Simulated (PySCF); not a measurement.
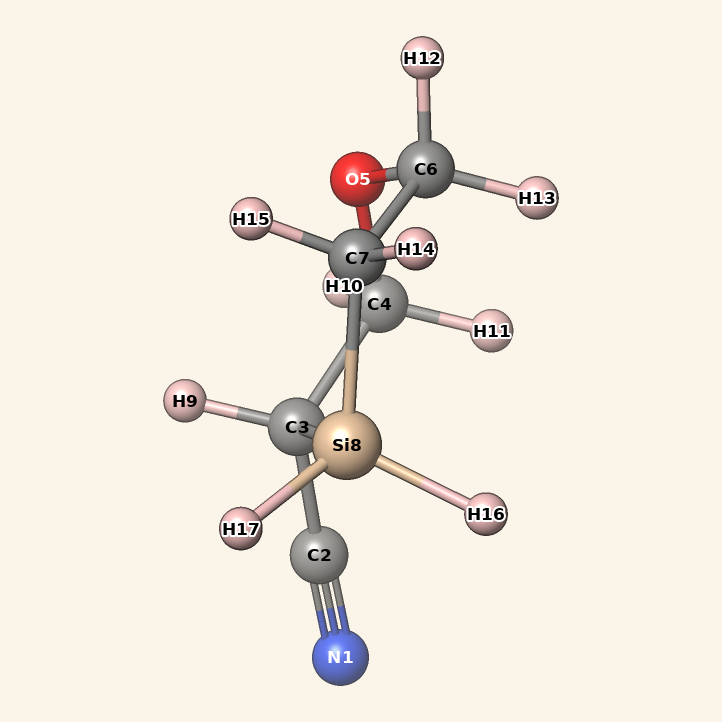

C3 lies behind Si8. The molecule seen a little off the Si8–C3 bond, Si8 in front. Depth is shown by fading: the farther an atom, the more it takes the colour of the background. The computed structure is the end point of a PBE0-D3(BJ)/def2-SVP optimisation. No frequency run is at hand to confirm it as a minimum.

Question: What is the torsion angle C7–Si8–C3–C4? The sign is positive where the front bond must turn clockwise to cover the back bond.

Answer: 40°, synclinal (gauche). The bonds about Si8–C3 are staggered.
